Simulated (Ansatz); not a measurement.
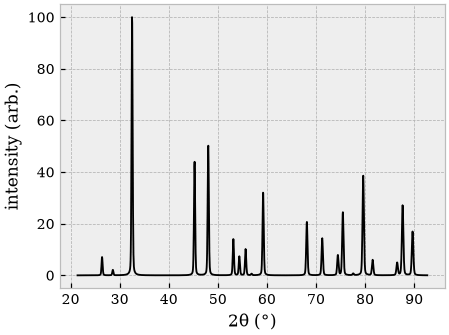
Fig. 1. Simulated powder pattern, neutron, λ = 1.5401 Å

The pattern belongs to a structure relaxed with the program Ansatz at the PBE+D3(BJ) level (PAW).

Task: Which of these materials gives this?
(A) Ru, hcp (Mg type)
(B) Pb, fcc (Cu type)
(C) As, A7 (α-As type)
(D) Cr, bcc (W type)

Result: C, As, A7 (α-As type)

Space group R-3m (A7 (α-As type)). The PBE+D3(BJ) relaxation kept the symmetry of its start.

Potentials: the later of the program's two PAW sets.
